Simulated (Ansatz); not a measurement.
# BGeHF (quartet): correlated methods under varied settings

Aim: run BGeHF (quartet) at one geometry under a spread of methods and options, and see what each costs and gives.

Method: the settings change from run to run; program: Ansatz 0.2.0, Gaussian basis.

20 further runs of the same task are left out: 11 that didn't finish, 9 set aside as unsound or not needed. Runs told in other sessions of the task aren't counted.

## (1) The geometry

The geometry is a PBE0/def2-TZVP stationary point (not a proven minimum). No spin-orbit coupling is included. The filled d shell of Ge may be among the frozen orbitals whatever the setting's name suggests.

4 atoms, charge 0, spin multiplicity 4.

Atoms are counted from 1 here; the program's logs count them from 0.

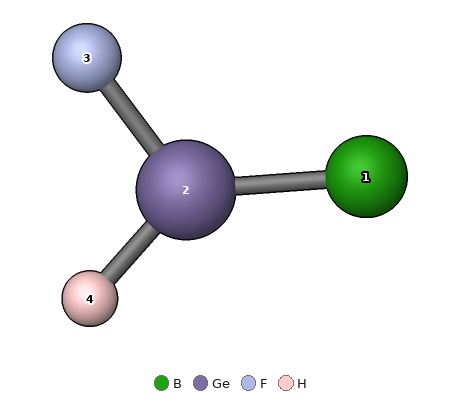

The structure; boron green, germanium purple, fluorine light blue, hydrogen pink; atoms are numbered from 1 in the order of the file.

## (2) MP2 on ROHF/cc-pVDZ

in.yaml reads:

```yaml
crystal:
  periodic: [false, false, false]
  atoms:
    - {symbol: B, position_ang: [0.000000, -0.815465, 1.721972]}
    - {symbol: Ge, position_ang: [0.000000, 0.225920, 0.127967]}
    - {symbol: F, position_ang: [0.000000, -0.491121, -1.458209]}
    - {symbol: H, position_ang: [0.000000, 1.722026, -0.206468]}
basis:
  gaussian: {orbitals: cc-pVDZ}
magnetization: {spin_polarized: false, initial_magnetization: 3}
correlation: {method: mp2, electrons: valence}
```

The run is started by

```bash
$ ansatz run in.yaml --threads 1 --pin off --events-out ev --progress --plain --max-ram 2393MiB
```

The program printed:

```text
Functional definition: HF
  name "HF"
  cite "Fock, Z. Phys. 61, 126 (1930) doi:10.1007/BF01340294"
  parent pbe
  exchange = exact_x
  correlation = 0
634 factors; integrals over basis functions are off by at most 8.7e-4 eV
mean field evaluation 1: about -59859.7829 eV, gradient 2.7e1 eV
mean field evaluation 2: about -59859.8188 eV, gradient 2.7e1 eV
mean field evaluation 4: about -59862.7057 eV, gradient 3.2e0 eV
mean field evaluation 8: about -59862.9737 eV, gradient 4.4e-1 eV
mean field evaluation 16: about -59862.9777 eV, gradient 3.3e-6 eV
mean field -59862.97769606 eV, -2199.9238537464 hartree, gradient 3.3e-6 eV, S^2 3.750000; 0 other end points of the search recorded, 0 dependent functions left out
mean field evaluation 32: about -59863.0200 eV, gradient 2.8e-4 eV
11 core orbitals not correlated: weight in the atoms' cores, before any rotation towards them, 1.000 or more for the frozen orbitals, at most 0.000 for the correlated occupied ones
reference -59862.97769606 eV, -2199.9238537464 hartree; 14, 11 occupied and 35, 38 virtual orbitals, 634 factors
second order -8.79982807 eV of doubles, -0.02760610 eV of singles
Total energy: -59871.80513022 eV, -2200.2482559686 hartree
```

Wall time 2.3 s (1 thread of Intel Xeon Platinum 8259CL at 2.50GHz, shared host).

## (3) BCCD on UHF/cc-pVDZ

Edit in.yaml of step 2 so:

```diff
@@ -9,3 +9,5 @@
   gaussian: {orbitals: cc-pVDZ}
-magnetization: {spin_polarized: false, initial_magnetization: 3}
-correlation: {method: mp2, electrons: valence}
+magnetization: {spin_polarized: true, initial_magnetization: 3}
+correlation: {method: bccd, electrons: outside_noble_gas, diis_vectors: 2}
+accuracy: high
+output: {forces: true}
```

The command is unchanged.

The program printed, shortened:

```text
Functional definition: HF
  name "HF"
  cite "Fock, Z. Phys. 61, 126 (1930) doi:10.1007/BF01340294"
  parent pbe
[...]
1255 factors; integrals over basis functions are off by at most 4.4e-9 eV
[...]
mean field -59863.02030367 eV, -2199.9254195472 hartree, gradient 2.0e-8 eV, S^2 3.754341; 1 other end points of the search recorded, 0 dependent functions left out
determinant -59863.02030367 eV, -2199.9254195472 hartree, with singles and doubles -59871.94932756 eV, -2200.2535551229 hartree
determinant -59860.76469328 eV, -2199.8425273943 hartree, with singles and doubles -59869.42951849 eV, -2200.1609538478 hartree
16 core orbitals not correlated: weight in the atoms' cores, before any rotation towards them, 0.954 or more for the frozen orbitals, at most 0.046 for the correlated occupied ones
reference -59863.02030367 eV, -2199.9254195472 hartree; 9, 6 occupied and 35, 38 virtual orbitals, 1255 factors
second order -8.26615546 eV of doubles, -0.00000000 eV of singles
cycle   1  -8.90215515 eV  change    2.7e-2 eV  update   1.2e-2
[...]
cycle  29  -8.90260840 eV  change   1.8e-10 eV  update  9.3e-10
[...]
Total energy: -59871.92291207 eV, -2200.2525843715 hartree
Atom 0 at     0.000000    -0.815465     1.721972 Å, force     0.000000    -0.225004     0.459756 eV/Å
Atom 1 at     0.000000     0.225920     0.127967 Å, force    -0.000000     0.340000     0.046320 eV/Å
Atom 2 at     0.000000    -0.491121    -1.458209 Å, force     0.000000    -0.214589    -0.535137 eV/Å
Atom 3 at     0.000000     1.722026    -0.206468 Å, force    -0.000000     0.099593     0.029061 eV/Å
Dipole moment:    -0.000000     0.394362     0.079124 e Å
```

Wall time 39 s (1 thread of Intel Xeon Platinum 8259CL at 2.50GHz, shared host); peak memory 0.46 GiB.

From the report: ⟨S²⟩ of the determinant 3.754 (pure quartet: 3.75); correlation -8.9026 eV; largest double amplitude 0.05.

## (4) CCSD(T) on ROHF/cc-pVDZ

in.yaml reads:

```yaml
crystal:
  periodic: [false, false, false]
  atoms:
    - {symbol: B, position_ang: [0.000000, -0.815465, 1.721972]}
    - {symbol: Ge, position_ang: [0.000000, 0.225920, 0.127967]}
    - {symbol: F, position_ang: [0.000000, -0.491121, -1.458209]}
    - {symbol: H, position_ang: [0.000000, 1.722026, -0.206468]}
basis:
  gaussian: {orbitals: cc-pVDZ, fitting: {mean_field: def2-universal-jkfit}}
magnetization: {spin_polarized: false, initial_magnetization: 3}
correlation: {method: ccsd_t, electrons: outside_noble_gas}
scf: {lower_state_search: full}
```

Same command.

The program printed, shortened:

```text
Functional definition: HF
  name "HF"
  cite "Fock, Z. Phys. 61, 126 (1930) doi:10.1007/BF01340294"
  parent pbe
[...]
436 factors; integrals over basis functions are off by at most 3.5e-1 eV
[...]
mean field -59862.97514295 eV, -2199.9237599215 hartree, gradient 2.0e-6 eV, S^2 3.750000; 7 other end points of the search recorded, 0 dependent functions left out
determinant -59862.97514295 eV, -2199.9237599215 hartree, with singles and doubles -59871.94480190 eV, -2200.2533888082 hartree
determinant -59860.62131022 eV, -2199.8372581643 hartree, with singles and doubles -59869.42094568 eV, -2200.1606388025 hartree
16 core orbitals not correlated: weight in the atoms' cores, before any rotation towards them, 0.955 or more for the frozen orbitals, at most 0.045 for the correlated occupied ones
reference -59862.97514295 eV, -2199.9237599215 hartree; 9, 6 occupied and 35, 38 virtual orbitals, 436 factors
second order -8.29040271 eV of doubles, -0.02609824 eV of singles
cycle   1  -8.97103664 eV  change   -1.4e-3 eV  update   1.5e-3
[...]
cycle   8  -8.97158015 eV  change    1.2e-5 eV  update   5.0e-6
perturbative correction -0.22231202 eV, -0.0081698162 hartree
Total energy: -59872.16903512 eV, -2200.2616292269 hartree
```

It took 10 s on 1 thread of Intel Xeon Platinum 8259CL at 2.50GHz, shared host.

From the report: correlation -9.1939 eV; T1 0.022; largest double amplitude 0.05.

## (5) CCSD(T) on UHF/cc-pVDZ

in.yaml reads:

```yaml
crystal:
  periodic: [false, false, false]
  atoms:
    - {symbol: B, position_ang: [0.000000, -0.815465, 1.721972]}
    - {symbol: Ge, position_ang: [0.000000, 0.225920, 0.127967]}
    - {symbol: F, position_ang: [0.000000, -0.491121, -1.458209]}
    - {symbol: H, position_ang: [0.000000, 1.722026, -0.206468]}
basis:
  gaussian: {orbitals: cc-pVDZ, point_charges: [{charge: -1.00, position_ang: [3.340, 0.309, -0.967]}]}
magnetization: {spin_polarized: true, initial_magnetization: 3}
correlation: {method: ccsd_t, electrons: valence}
output: {forces: true}
```

Launched as before.

The program printed, shortened:

```text
Functional definition: HF
  name "HF"
  cite "Fock, Z. Phys. 61, 126 (1930) doi:10.1007/BF01340294"
  parent pbe
[...]
634 factors; integrals over basis functions are off by at most 8.7e-4 eV
[...]
mean field -59863.53568557 eV, -2199.9443594830 hartree, gradient 3.0e-6 eV, S^2 3.753860; 1 other end points of the search recorded, 0 dependent functions left out
determinant -59863.53568557 eV, -2199.9443594830 hartree, with singles and doubles -59872.93793758 eV, -2200.2898858711 hartree
determinant -59860.88964304 eV, -2199.8471192133 hartree, with singles and doubles -59870.06845250 eV, -2200.1844342395 hartree
11 core orbitals not correlated: weight in the atoms' cores, before any rotation towards them, 1.000 or more for the frozen orbitals, at most 0.000 for the correlated occupied ones
reference -59863.53568557 eV, -2199.9443594830 hartree; 14, 11 occupied and 35, 38 virtual orbitals, 634 factors
second order -8.75811445 eV of doubles, -0.00000000 eV of singles
cycle   1  -9.40388695 eV  change   -1.6e-3 eV  update   1.7e-3
[...]
cycle  10  -9.40459704 eV  change   -1.6e-6 eV  update   8.9e-7
perturbative correction -0.24712973 eV, -0.0090818499 hartree
[...]
Total energy: -59873.18741234 eV, -2200.2990538993 hartree
Atom 0 at     0.000000    -0.815465     1.721972 Å, force    -0.213411    -0.195389     0.508259 eV/Å
Atom 1 at     0.000000     0.225920     0.127967 Å, force     1.079893     0.288643    -0.361624 eV/Å
Atom 2 at     0.000000    -0.491121    -1.458209 Å, force    -0.356695    -0.247381    -0.456575 eV/Å
Atom 3 at     0.000000     1.722026    -0.206468 Å, force    -0.081875     0.058330     0.093910 eV/Å
Dipole moment:     0.224417     0.483850    -0.151848 e Å
```

It took 41 s on 1 thread of Intel Xeon Platinum 8259CL at 2.50GHz, shared host; peak memory 0.3 GiB.

From the report: ⟨S²⟩ of the determinant 3.754 (pure quartet: 3.75); correlation -9.6517 eV; T1 0.017; largest double amplitude 0.05.

## (6) The runs in one table

Where basis and cores are those of an earlier UCCSDT(Q)/cc-pVDZ run (-59872.2311 eV), and the records show the same count of frozen orbitals and kind of state, the miss against it is given; a blank cell means that this couldn't be shown.

| level | correlated | functions | energy (eV) | from UCCSDT(Q) (meV) | time |
| --- | --- | --- | --- | --- | --- |
| MP2 on ROHF/cc-pVDZ | valence | 60 | -59871.8051 |  | 2.3 s |
| BCCD on UHF/cc-pVDZ | outside noble gas | 60 | -59871.9229 | 308.2 | 39 s |
| CCSD(T) on ROHF/cc-pVDZ | outside noble gas | 60 | -59872.1690 | 62.1 | 10 s |
| CCSD(T) on UHF/cc-pVDZ (beside a point charge) | valence | 60 | -59873.1874 |  | 41 s |

## (7) What came out

| quantity | value |
| --- | --- |
| runs | 4 |
| quickest | MP2 on ROHF/cc-pVDZ, 2.3 s |
| slowest | CCSD(T) on UHF/cc-pVDZ (beside a point charge), 41 s |

Total energies in different bases, with other cores or another treatment of relativity can't be set against each other. «valence» and «outside noble gas» are the program's key words; the logs give how many orbitals each freezes, and for Ga to Kr the 3d shell needn't follow the word's plain sense. CCSD(T) on UHF/cc-pVDZ (beside a point charge) took 18 times as long as MP2 on ROHF/cc-pVDZ; the jobs differ in more than the method. Among the correlated runs with a miss given, it spans +62 to +308 meV.
